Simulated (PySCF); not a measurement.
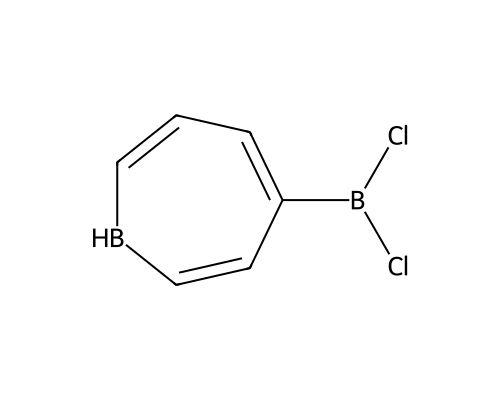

Skeletal drawing of a molecule.

Write the SMILES.

Answer. ClB(Cl)C1=CC=CBC=C1

What is the molecular formula?

Answer. C6H6B2Cl2.

More results for the same structure follow; atom numbers are the same in all pictures, views and colours differ. The geometry was computed by an optimisation with PBE0-D3(BJ)/def2-SVP. No frequency run is at hand to confirm it as a minimum.

## Shape

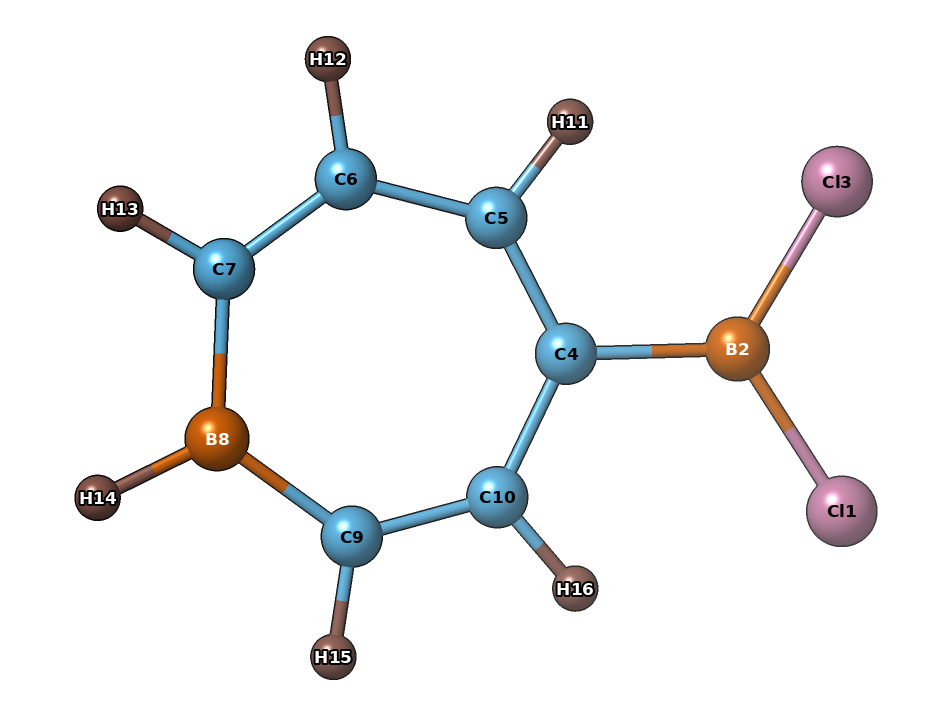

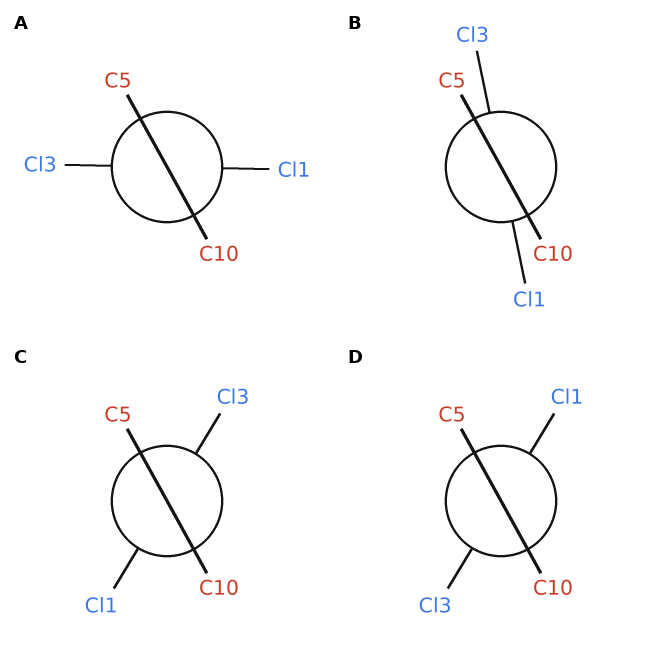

Depth is shown by fading: the farther an atom, the more it takes the colour of the background. Bonds that would overlap in a projection are set slightly apart. No frequency run is at hand to confirm it as a minimum.

Which Newman projection shows the view along C4–B2, with C4 in front?

Answer. B. The torsion angle C5–C4–B2–Cl1 is 180°, antiperiplanar (anti).

## Quadrupole coupling

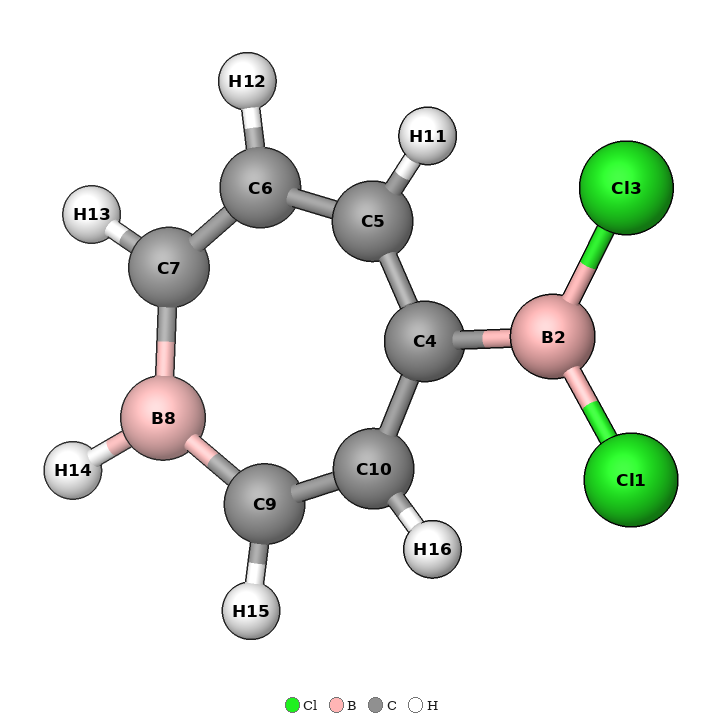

No frequency run is at hand to confirm it as a minimum. Electric field gradients from the ground-state density, PBE0/pcSseg-1 (PySCF 2.14.0), non-relativistic apart from any core potentials.

Give the largest field-gradient component, the quadrupole coupling constant and the asymmetry for 35Cl at Cl1 (Q = −81.7 mb), 11B at B2 (Q = 40.59 mb), 35Cl at Cl3 (Q = −81.7 mb), 11B at B8 (Q = 40.59 mb), 2H at H11 (Q = 2.86 mb), 2H at H12 (Q = 2.86 mb), 2H at H13 (Q = 2.86 mb), 2H at H14 (Q = 2.86 mb).

| atom | V_zz (a.u.) | e²qQ/h (MHz) | η |
| --- | --- | --- | --- |
| Cl1 | 2.195 | −42.1 | 0.61 |
| B2 | 0.337 | 3.22 | 0.76 |
| Cl3 | 2.217 | −42.6 | 0.56 |
| B8 | 0.465 | 4.44 | 0.03 |
| H11 | 0.286 | 0.192 | 0.08 |
| H12 | 0.290 | 0.195 | 0.07 |
| H13 | 0.295 | 0.198 | 0.01 |
| H14 | 0.198 | 0.133 | 0.05 |

## Dipole moment

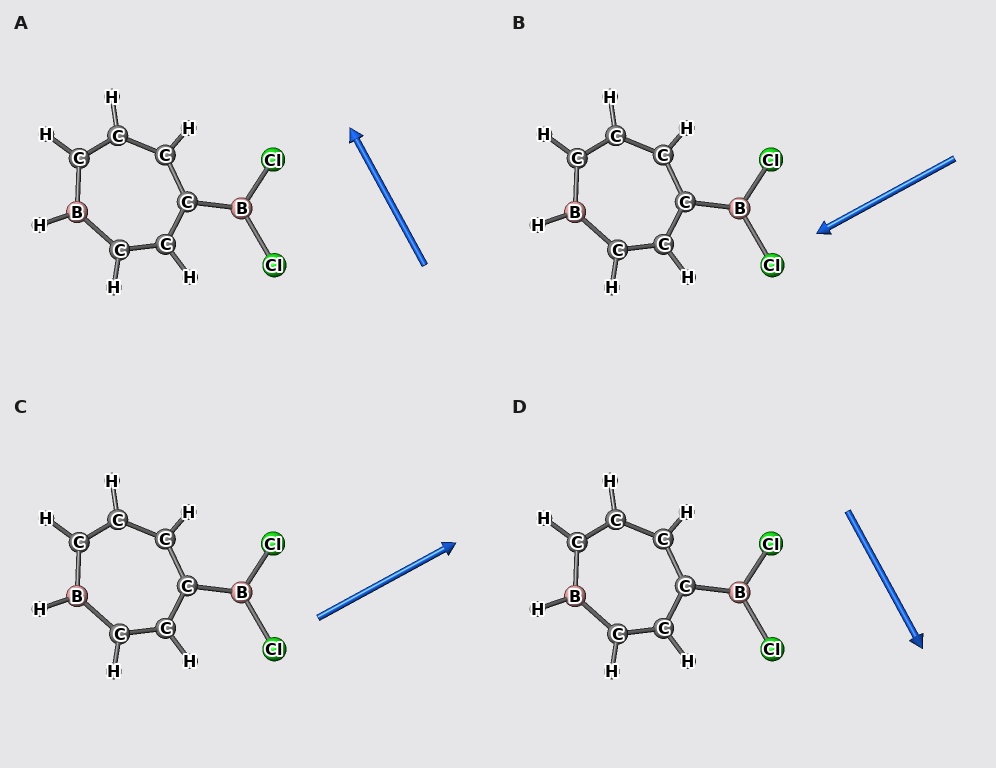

The same molecule four times, each with an arrow. No frequency run is at hand to confirm it as a minimum. Method: ωB97X-D/pcSseg-1, gas phase (PySCF 2.14.0).

Which arrow points along the dipole moment, from the negative to the positive end?

Answer. A. The dipole moment is 1.28 D.

## Ring current

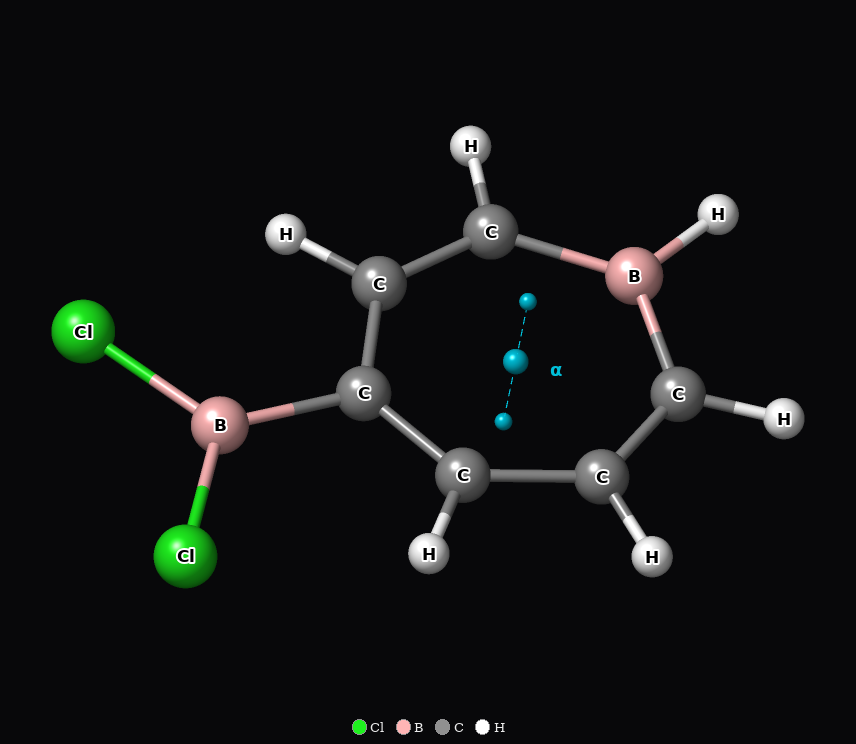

The small points mark where nucleus-independent chemical shifts (NICS) were computed: at the centre of each lettered ring and 1 Å above and below it. No frequency run is at hand to confirm it as a minimum. Level of theory: GIAO PBE0/pcSseg-1 NMR shielding, non-relativistic, gas phase (PySCF 2.14.0).

Give NICS(0), NICS(1) and the out-of-plane component NICS(1)zz for each ring (means of the two sides).

```
ring  members  NICS(0)  NICS(1)  NICS(1)zz
   α      C6B     −2.9     −7.0      −17.5
```

Values in ppm.

What do the values say about the ring currents?

Answer. Ring α: diatropic, as in an aromatic ring. NICS is one index among several.
